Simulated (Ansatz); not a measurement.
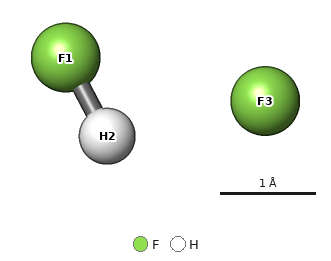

**Figure 1.** The structure as given in the input (ball-and-stick view, seen at a tilt; atoms are numbered from 1 in the order of the input).

**Two runs on HF2**

System: HF2, multiplicity 2.
Method of the first run: UKS PBE-D4/aug-cc-pVTZ (Ansatz 0.2.0).

Text and figures count atoms from 1; the logs count them from 0 in places.

**Input file, the first run**
```yaml
crystal:
  periodic: [false, false, false]
  atoms:
    - { symbol: F, position_ang: [-0.955, 0.0, 0.0] }
    - { symbol: H, position_ang: [0.0, 0.0, 0.0] }
    - { symbol: F, position_ang: [0.314998, 1.786441, 0.0] }
magnetization:
  spin_polarized: true
  initial_magnetization: 1
basis:
  gaussian: { orbitals: aug-cc-pVTZ }
hamiltonian:
  xc: pbe
  dispersion: d4
output:
  forces: true
```

Command:
```bash
ansatz run input.yaml --threads 1 --pin off --max-ram 2560MiB --backend cpu --events-out ev --progress --plain --runs-dir out
```

Hardware: 1 thread of Arm Neoverse V2, 24 GiB of memory available, shared host.

**Output (the first run)**
```
Engine: ansatz 0.2.0, aarch64-unknown-linux-gnu
Functional definition: PBE
  parameter kappa = 0.804
  parameter beta = 0.06672455060314922
  exchange = pbe_x(kappa = kappa, mu = beta*pi^2/3)
  correlation = pbe_c(beta = beta)
476 factors; their error is unknown
mean field evaluation 1: about -5442.8929 eV, gradient 2.2e1 eV
mean field evaluation 2: about -5431.9970 eV, gradient 5.9e1 eV
mean field evaluation 4: about -5444.0407 eV, gradient 4.9e0 eV
mean field evaluation 8: about -5444.1300 eV, gradient 1.5e-1 eV
mean field evaluation 16: about -5444.1301 eV, gradient 3.5e-5 eV
mean field evaluation 32: about -5444.1301 eV, gradient 1.2e-3 eV
mean field evaluation 64: about -5444.0665 eV, gradient 2.8e0 eV
mean field -5444.13007570 eV, -200.0680901180 hartree, gradient 1.5e-5 eV, S^2 0.752048; 7 other end points of the search recorded, 0 dependent functions left out
the calculation of the forces begins
reference -5444.13011611 eV, -200.0680916032 hartree; 10, 9 occupied and 105, 106 virtual orbitals, 476 factors
Total energy: -5444.13893776 eV, -200.0684157928 hartree
Atom 0 at    -0.955000     0.000000     0.000000 Å, force     0.495373     0.098122     0.000000 eV/Å
Atom 1 at     0.000000     0.000000     0.000000 Å, force    -0.414213     0.064676    -0.000000 eV/Å
Atom 2 at     0.314998     1.786441     0.000000 Å, force    -0.081160    -0.162798     0.000000 eV/Å
Dipole moment:     0.205022    -0.236589    -0.000000 e Å
```

For the second run the input was changed thus:
```diff
-    - { symbol: F, position_ang: [-0.955, 0.0, 0.0] }
+    - { symbol: F, position_ang: [-1.058, 0.0, 0.0] }
-    - { symbol: F, position_ang: [0.314998, 1.786441, 0.0] }
+    - { symbol: F, position_ang: [0.365356, 2.072036, 0.0] }
```

Predict how the results change.

On the same kind of shared host the second run took about 0.011 times as long.

**Output (the second run)**
```
Engine: ansatz 0.2.0, aarch64-unknown-linux-gnu
Functional definition: PBE
  parameter kappa = 0.804
  parameter beta = 0.06672455060314922
  exchange = pbe_x(kappa = kappa, mu = beta*pi^2/3)
  correlation = pbe_c(beta = beta)
476 factors; their error is unknown
mean field evaluation 1: about -5442.3288 eV, gradient 2.3e1 eV
mean field evaluation 2: about -5420.5112 eV, gradient 7.5e1 eV
mean field evaluation 4: about -5443.5466 eV, gradient 7.2e0 eV
mean field evaluation 8: about -5443.7788 eV, gradient 1.0e-1 eV
mean field evaluation 16: about -5443.7630 eV, gradient 2.1e-3 eV
mean field evaluation 32: about -5443.2495 eV, gradient 3.7e0 eV
mean field evaluation 64: about -5443.1416 eV, gradient 1.1e1 eV
mean field evaluation 96: about -5441.6574 eV, gradient 9.6e0 eV
mean field -5443.76300116 eV, -200.0546003775 hartree, gradient 3.1e-6 eV, S^2 0.752017; 9 other end points of the search recorded, 0 dependent functions left out
the calculation of the forces begins
reference -5443.76304258 eV, -200.0546018997 hartree; 10, 9 occupied and 105, 106 virtual orbitals, 476 factors
Total energy: -5443.77145217 eV, -200.0549109465 hartree
Atom 0 at    -1.058000     0.000000     0.000000 Å, force     4.209167     0.223458    -0.000000 eV/Å
Atom 1 at     0.000000     0.000000     0.000000 Å, force    -4.028874     0.151942     0.000000 eV/Å
Atom 2 at     0.365356     2.072036     0.000000 Å, force    -0.180293    -0.375400    -0.000000 eV/Å
Dipole moment:     0.268722    -0.211106     0.000000 e Å
```

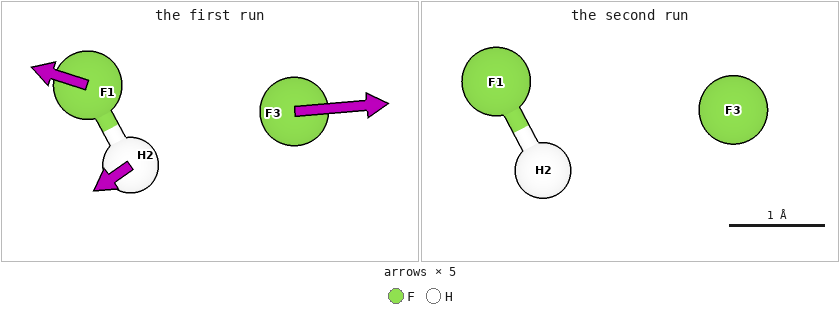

**Figure 2.** The two input geometries at one scale (ball-and-stick view, seen on its broad side). The pink arrows on the first give the shifts of the atoms after the best rigid fit, magnified 5 times. F3 moves most after the best rigid fit: 0.20 Å. Largest moves by element: F 0.20 Å, H 0.10 Å. Among the contacts that change: F1–H2 0.955 → 1.058 Å.

**The two runs side by side**

| quantity | the first run | the second run |
| --- | --- | --- |
| outcome | converged | converged |
| total energy (hartree) | – | −200.054911 |
| ⟨S²⟩ | – | 0.752 |
| largest force (eV/Å) | – | 4.215 |
| basis functions | – | 115 |
| wall time (shared host) | 14 min | 9.2 s |
